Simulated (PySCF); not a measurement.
C6H6BCl, SMILES Bc1ccc(Cl)cc1 at its GFN2-xTB optimised geometry (Å):

```
14

B     -1.4285    -2.0719    -0.0013
C     -0.6181    -0.7564     0.0000
C     -1.2492     0.4960     0.0007
C     -0.5349     1.6775     0.0010
C      0.8516     1.6300     0.0003
Cl     1.7571     3.1006    -0.0002
C      1.5179     0.4133     0.0000
C      0.7844    -0.7564     0.0000
H     -0.8736    -3.1006     0.0003
H     -2.5969    -2.0396    -0.0042
H     -2.3286     0.5379     0.0010
H     -1.0405     2.6309     0.0015
H      2.5969     0.3909    -0.0002
H      1.3076    -1.7013    -0.0002
```

Level of theory: PBE0/def2-TZVP in PySCF 2.14.0.

Map of the electron localisation function on the plane z = 0.6 Å:

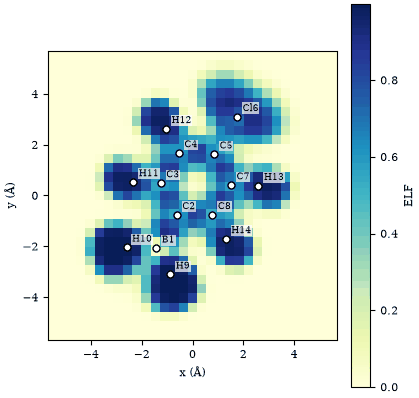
Electron localisation function on the plane z = 0.6 Å.
